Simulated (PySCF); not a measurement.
# PbI₃: doublet, from a trigonal pyramidal start

Aim: relax PbI₃ as a doublet from a hand-made trigonal pyramidal geometry, check by its vibrations whether the end is a minimum, and collect its spectrum and constants.

The runs use PySCF 2.14.0; PBE0, basis Pb def2-SVP with ECP60, I def2-SVP with ECP28, scalar-relativistic core potentials, no spin–orbit coupling, density fitting.

**1. Where the work starts**

4 atoms, charge 0, spin multiplicity 2.

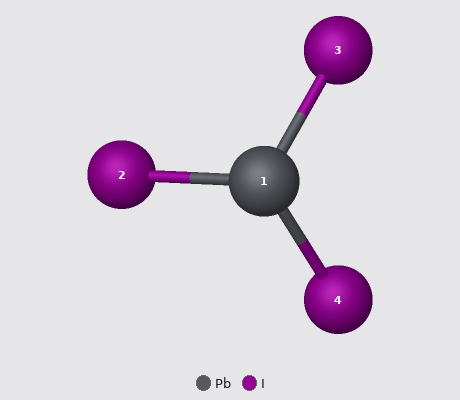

Start geometry, drawn with lead dark grey, iodine purple; atoms are numbered from 1 in the order of the file.

```xyz
4
charge 0 multiplicity 2
Pb    0.0000    0.0000    0.0000
I     2.4458    0.0000    1.3004
I    -1.2229    2.1181    1.3004
I    -1.2229   -2.1181    1.3004
```

**2. First SCF at the start**

The steps below are one call of a driver around PySCF. For each, scf.py gives the equivalent set-up of the SCF; relaxations use the driver's own optimiser. After this first run the driver tries any further starts and a stability analysis.

The input, scf.py:

```python
from pyscf import gto, scf, dft
mol = gto.M(atom='''
Pb     0.000000     0.000000     0.000000
I      2.445800     0.000000     1.300400
I     -1.222900     2.118100     1.300400
I     -1.222900    -2.118100     1.300400''',
    basis={'Pb': 'def2-SVP', 'I': 'def2-SVP'},
    ecp={'Pb': 'def2-SVP', 'I': 'def2-SVP'},
    charge=0, spin=1)
mf = dft.UKS(mol, xc='PBE0')
mf.grids.atom_grid = (50, 194)
aux = {'Pb': 'def2-universal-JKFIT', 'I': 'def2-universal-JKFIT'}
mf = mf.density_fit(auxbasis=aux)
mf.conv_tol = 1e-08
mf.diis_space = 10
mf.max_cycle = 60
mf.init_guess = 'huckel'
mf.verbose = 4
mf.kernel()
```

Run with:

```
$ OMP_NUM_THREADS=2 python axn.py task.json out
```

Log:

```text
init E= -1085.74853006891
[... the frontier-level lines of each cycle are left out ...]
cycle= 1 E= -1085.27394006697  delta_E= 0.475  |g|= 1.06  |ddm|= 2.72
cycle= 2 E= -1084.44547101132  delta_E= 0.828  |g|= 1.49  |ddm|= 3.92
cycle= 3 E= -1086.1178176865  delta_E= -1.67  |g|= 0.0953  |ddm|= 2.52
cycle= 4 E= -1086.1263458446  delta_E= -0.00853  |g|= 0.0243  |ddm|= 0.244
cycle= 5 E= -1086.12680865438  delta_E= -0.000463  |g|= 0.00774  |ddm|= 0.056
cycle= 6 E= -1086.1268495259  delta_E= -4.09e-05  |g|= 0.00166  |ddm|= 0.0152
cycle= 7 E= -1086.12685406276  delta_E= -4.54e-06  |g|= 0.000709  |ddm|= 0.00585
cycle= 8 E= -1086.12685479118  delta_E= -7.28e-07  |g|= 0.000225  |ddm|= 0.00238
cycle= 9 E= -1086.12685487894  delta_E= -8.78e-08  |g|= 0.000104  |ddm|= 0.000934
cycle= 10 E= -1086.12685489214  delta_E= -1.32e-08  |g|= 5.29e-05  |ddm|= 0.000375
cycle= 11 E= -1086.12685489639  delta_E= -4.24e-09  |g|= 1.52e-05  |ddm|= 0.000197
Extra cycle  E= -1086.1268548967  delta_E= -3.12e-10  |g|= 1.72e-05  |ddm|= 8.35e-05
converged SCF energy = -1086.1268548967  <S^2> = 0.75716339  2S+1 = 2.0071506
```

This step, with its further starts and checks, needed 17 s of wall time on 2 threads of Arm Neoverse V1, shared host.

The test of internal stability found no lower solution of this spin.

**3. Relaxing the doublet from the trigonal pyramidal start**

The program finds C3v symmetry in the start, which this walk keeps. The walk stops when the largest gradient is under 0.0003 Eh/bohr and the energy has settled too.

Changes to scf.py since step 2:

```diff
@@ -3,4 +3,4 @@
-Pb     0.000000     0.000000     0.000000
-I      2.445800     0.000000     1.300400
-I     -1.222900     2.118100     1.300400
-I     -1.222900    -2.118100     1.300400''',
+Pb     0.000000    -0.000000    -0.840985
+I      2.445786     0.000012     0.459415
+I     -1.222904     2.118106     0.459415
+I     -1.222882    -2.118119     0.459415''',
@@ -17 +16,0 @@
-mf.init_guess = 'huckel'
```

Energy and gradient, step by step:

```
step   energy (Eh)  change (kJ/mol)  largest symmetric gradient (Eh/bohr)
   0  -1086.126855             0.00                               0.01376
   1  -1086.130111            -8.55                               0.00850
   2  -1086.133774           -18.17                               0.00523
   3  -1086.134467           -19.99                               0.00551
   4  -1086.134785           -20.82                               0.00395
   5  -1086.135003           -21.39                               0.00123
   6  -1086.135032           -21.47                               0.00011
   7  -1086.135032           -21.47                               0.00001
```

The walk took 70 s.

Geometry (Å) and forces (eV/Å) at some steps:

```
step 0
Pb   0.000   0.000  -0.841   0.019   0.000  -0.306
I    2.446   0.000   0.459   0.698   0.000   0.091
I   -1.223   2.118   0.459  -0.359   0.615   0.107
I   -1.223  -2.118   0.459  -0.359  -0.615   0.107
step 1
Pb   0.000   0.000  -0.805   0.031   0.000  -0.041
I    2.502   0.000   0.447   0.419   0.000   0.013
I   -1.251   2.167   0.447  -0.225   0.386   0.014
I   -1.251  -2.167   0.447  -0.225  -0.386   0.014
step 4
Pb   0.000   0.000  -0.574  -0.026   0.000   0.203
I    2.701   0.000   0.370  -0.104   0.000  -0.059
I   -1.350   2.339   0.370   0.065  -0.108  -0.072
I   -1.350  -2.339   0.370   0.065   0.108  -0.072
step 7
Pb   0.000   0.000  -0.518  -0.032   0.000   0.000
I    2.705   0.000   0.352   0.019   0.000  -0.004
I   -1.352   2.342   0.352   0.007  -0.007   0.002
I   -1.352  -2.342   0.352   0.007   0.007   0.002
```

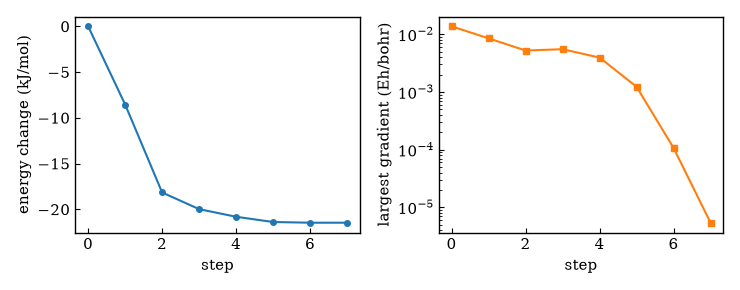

Energy and largest gradient along the walk.

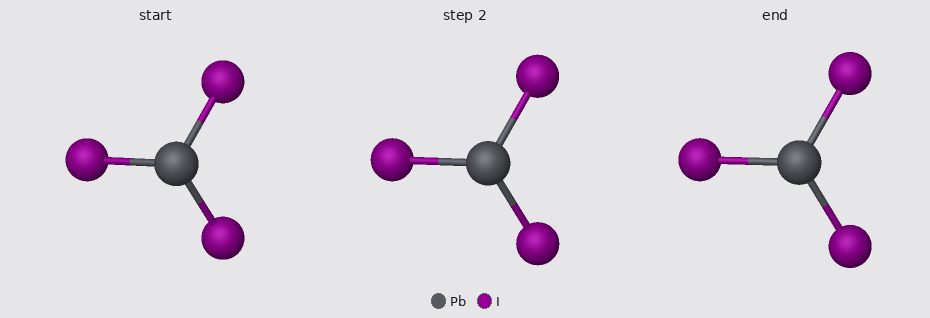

Start and end of the relaxation, with a step between.

It settles in C3v symmetry, 21.5 kJ/mol below the start, after 7 steps: Pb–I 2.841 Å (×3); I–Pb–I 111.1° (×3).

**4. Frequencies**

On the finer grid the gradient is checked again; gradients at displacements of ±0.02 bohr then give force constants and infrared intensities.

Changes to scf.py since step 3:

```diff
@@ -3,4 +3,4 @@
-Pb     0.000000    -0.000000    -0.840985
-I      2.445786     0.000012     0.459415
-I     -1.222904     2.118106     0.459415
-I     -1.222882    -2.118119     0.459415''',
+Pb    -0.000000    -0.000000    -0.591562
+I      2.691540     0.000014     0.316992
+I     -1.345782     2.330935     0.316992
+I     -1.345758    -2.330949     0.316992''',
@@ -11 +11 @@
-mf.grids.atom_grid = (50, 194)
+mf.grids.atom_grid = (75, 302)
@@ -14 +14 @@
-mf.conv_tol = 1e-08
+mf.conv_tol = 1e-10
```

This SCF starts from the last density.

SCF at the final geometry:

```text
init E= -1086.13511114213
[... the frontier-level lines of each cycle are left out ...]
cycle= 1 E= -1086.13511114213  delta_E= -4.55e-12  |g|= 1.43e-06  |ddm|= 4.27e-06
Extra cycle  E= -1086.13511114213  delta_E= 5e-12  |g|= 2.06e-06  |ddm|= 5.84e-06
converged SCF energy = -1086.13511114213  <S^2> = 0.75801672  2S+1 = 2.0080007
```

The whole step took 2.2 min.

Geometry: C3v; Pb–I 2.841 Å (×3); I–Pb–I 110.3° (×3).

Modes, for the most abundant isotopes:

| symmetry | ω (cm⁻¹) | IR (km/mol) | type |
| --- | --- | --- | --- |
| e | 34 | 0.7 | bend |
| a1 | 39 | 0.6 | bend |
| a1 | 134 | 1.7 | stretch |
| e | 158 | 30.7 | stretch |

No imaginary mode, so this is a minimum.

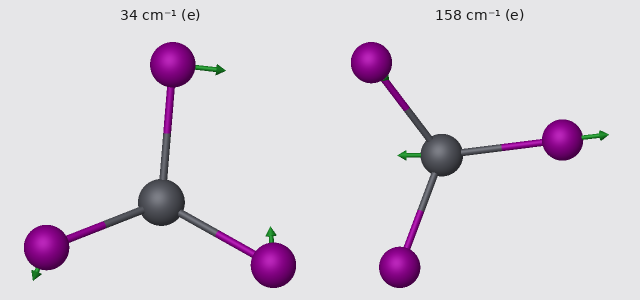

Displacements of 2 of the modes, as arrows (one member where a mode is degenerate).

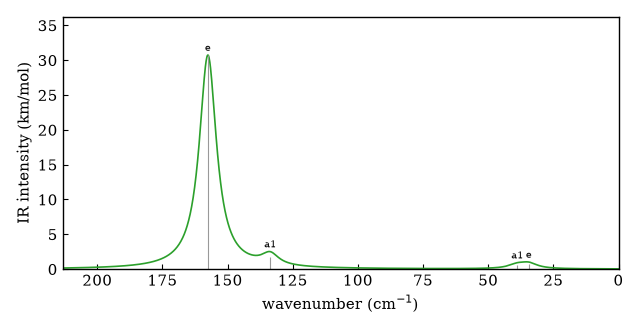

The harmonic infrared spectrum (widths in cm⁻¹). Lines are broadened to a width of 8 cm⁻¹ (Lorentzian).

Properties at this point:

```yaml
Dipole_moment: 1.81 D
Highest_occupied_level: -7.33 eV
Lowest_empty_level: -5.54 eV
Rotational_constants: 0.01131, 0.01131, 0.006112 cm⁻¹
Zero-point_energy: 3.3 kJ/mol
Principal_polarisabilities: 77.5, 190.1, 190.1 bohr³
Atomisation_energy_without_zero-point_energy: 654 kJ/mol
Principal_traceless_quadrupole_moments_about_the_centre_of_mass: -3.27, -3.27, 6.54 D Å
Entropy_at_298.15_K_and_1_bar_electronic_part_spin_only: 429.7 J/(mol K)
Heat_capacity_Cp_at_298.15_K: 82.0 J/(mol K)
Enthalpy_at_298.15_K_above_0_K: 21.80 kJ/mol
Rotational_symmetry_number: 3
Spin_squared_⟨S²⟩: 0.758
```

Populations by atom (charges in e):

| atom | Mulliken | Löwdin | polar tensor | spin (Mulliken) | Mayer order to Pb1 |
| --- | --- | --- | --- | --- | --- |
| Pb1 | 0.54 | 0.13 | 1.08 | 0.14 | – |
| I2,3,4 | -0.18 | -0.04 | -0.36 | 0.29 | 0.91 |

Outer orbital energies (eV). α occupied: -9.70, -8.59, -8.12, -8.12, -7.90, -7.90, -7.78, -7.33; empty: -2.76, -1.36, -1.36, 4.44. β occupied: -9.23, -9.23, -8.42, -7.89, -7.89, -7.79, -7.79, -7.68; empty: -5.54, -2.53, -1.10, -1.10.

Mulliken populations on Pb1 (outside its core potential): s 3.79, p 7.50, d 10.17.

**5. Real-space pictures of the lowest minimum**

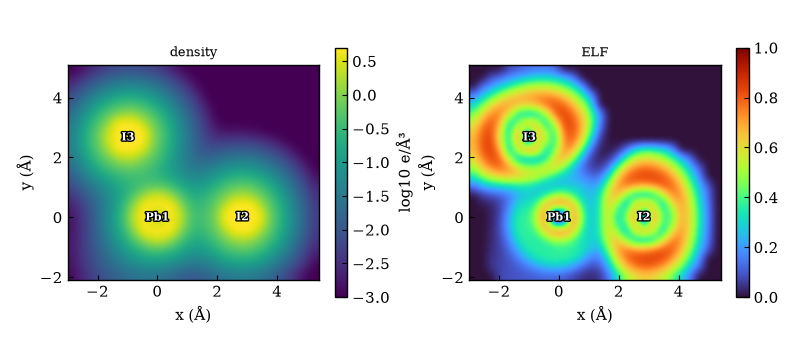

The plane holds Pb1 at (0.00, 0.00), I2 at (2.84, 0.00), I3 at (-0.98, 2.66) Å. ELF is set to 0 where the density is under 0.005 e/Å³; an orbital's overall sign is arbitrary. Electrons inside core potentials are absent.

Orbitals, density, ELF and potential are computed afterwards from the orbital file.

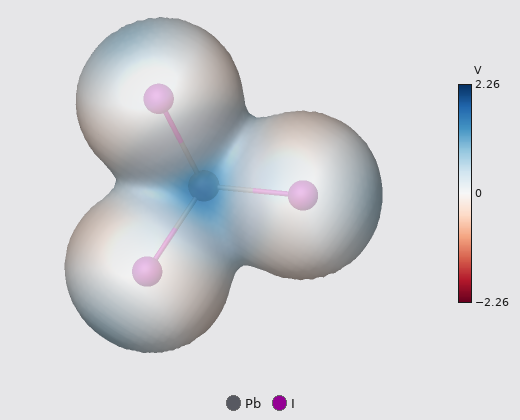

The potential that a unit positive charge feels on the 0.002 e/bohr³ surface, from -0.27 V near I3 to 2.26 V near Pb1.

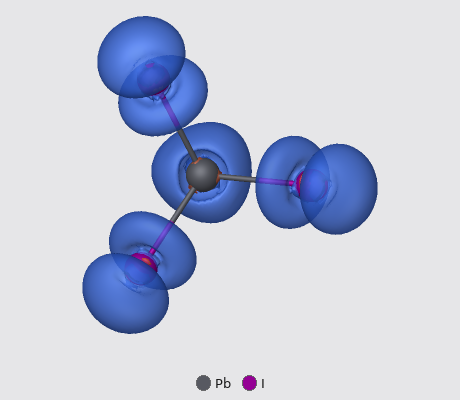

Spin density at ±0.01 e/Å³ (alpha excess blue, beta excess red).

Values on the line from Pb1 (at 0) through I2 (at 2.841 Å):

```
distance (Å)  density (e/Å³)    ELF  electrostatic potential (V)  spin density (e/Å³)
       -0.99           0.741  0.375                         20.8               0.0254
       -0.71            3.62  0.569                         58.8               0.0223
        0.85            1.52  0.373                         34.3              0.00261
        1.14           0.461  0.236                         14.5             -0.00891
        1.42           0.358  0.439                         9.48              0.00266
        1.70           0.525  0.605                         13.7               0.0381
        1.99            1.06  0.257                         33.8               0.0715
        3.55             2.2  0.271                         56.2               0.0464
        3.84           0.631   0.51                         19.7               0.0646
        4.12           0.248    0.7                         7.46                0.037
        4.40          0.0905  0.595                         3.06                0.016
```

Making the fields took 4.6 s.

**6. Outcome**

| quantity | value |
| --- | --- |
| minimum | doublet, C3v |
| geometry | Pb–I 2.841 Å (×3); I–Pb–I 110.3° (×3) |
| wavenumbers (cm⁻¹) | 34 (e), 39 (a1), 134 (a1), 158 (e) |
| dipole moment | 1.81 D |
| highest occupied, lowest empty level (either spin) | -7.33, -5.54 eV |
| polar-tensor charge of Pb1 | +1.08 e |
| zero-point energy | 3.3 kJ/mol |
| entropy at 298.15 K | 429.7 J/(mol K) |
| atomisation energy (no zero-point energy) | 654 kJ/mol |
| ⟨S²⟩ | 0.758 |

The trigonal pyramidal start keeps its C3v symmetry and ends in a minimum. In the infrared the band at 158 cm⁻¹ (e, stretch) leads. Only this shape and spin were tried, so other structures or states may lie lower. With an element this heavy the missing spin–orbit coupling can shift these numbers.

The search up to here needed 3.7 min of wall time on 2 threads of Arm Neoverse V1, shared host.
